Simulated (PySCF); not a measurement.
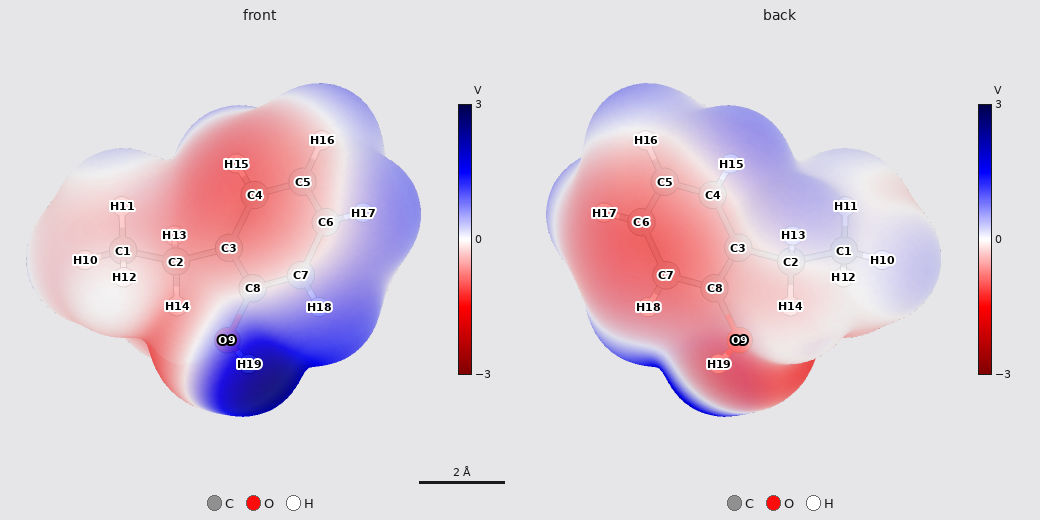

C8H10O (2‐ethylphenol). The electrostatic potential painted on the density surface at 0.001 e/bohr³, seen from the front and from behind; the colour scale runs from red (negative) to blue (positive).

Geometry: GFN2-xTB.

Method: mPW1PW91/pcSseg-1, SCF density, in a dichloromethane solvent model, non-relativistic in PySCF 2.14.0.

```json
{"atom": "C", "x (Å)": "2.4568", "y (Å)": "-0.2651", "z (Å)": "0.5634"}
{"atom": "C", "x (Å)": "1.5663", "y (Å)": "-0.5544", "z (Å)": "-0.6461"}
{"atom": "C", "x (Å)": "0.1236", "y (Å)": "-0.3039", "z (Å)": "-0.3134"}
{"atom": "C", "x (Å)": "-0.7046", "y (Å)": "-1.3232", "z (Å)": "0.1274"}
{"atom": "C", "x (Å)": "-2.0266", "y (Å)": "-1.0870", "z (Å)": "0.4650"}
{"atom": "C", "x (Å)": "-2.5404", "y (Å)": "0.1922", "z (Å)": "0.3622"}
{"atom": "C", "x (Å)": "-1.7315", "y (Å)": "1.2260", "z (Å)": "-0.0750"}
{"atom": "C", "x (Å)": "-0.4053", "y (Å)": "0.9874", "z (Å)": "-0.4085"}
{"atom": "O", "x (Å)": "0.4101", "y (Å)": "1.9938", "z (Å)": "-0.8395"}
{"atom": "H", "x (Å)": "3.4996", "y (Å)": "-0.4586", "z (Å)": "0.3225"}
{"atom": "H", "x (Å)": "2.1700", "y (Å)": "-0.8932", "z (Å)": "1.4044"}
{"atom": "H", "x (Å)": "2.3563", "y (Å)": "0.7761", "z (Å)": "0.8588"}
{"atom": "H", "x (Å)": "1.6958", "y (Å)": "-1.5936", "z (Å)": "-0.9543"}
{"atom": "H", "x (Å)": "1.8632", "y (Å)": "0.0961", "z (Å)": "-1.4701"}
{"atom": "H", "x (Å)": "-0.3023", "y (Å)": "-2.3232", "z (Å)": "0.2038"}
{"atom": "H", "x (Å)": "-2.6520", "y (Å)": "-1.8988", "z (Å)": "0.8046"}
{"atom": "H", "x (Å)": "-3.5699", "y (Å)": "0.3908", "z (Å)": "0.6200"}
{"atom": "H", "x (Å)": "-2.1292", "y (Å)": "2.2299", "z (Å)": "-0.1591"}
{"atom": "H", "x (Å)": "-0.0896", "y (Å)": "2.8180", "z (Å)": "-0.8736"}
```

**Describe the electrostatic potential map.**

The most negative region (about −1.0 V, or −23 kcal/mol for a unit charge) lies over O9, the most positive (about +2.4 V, or +55 kcal/mol for a unit charge) over H19. O9 is the likeliest acceptor of a hydrogen bond.
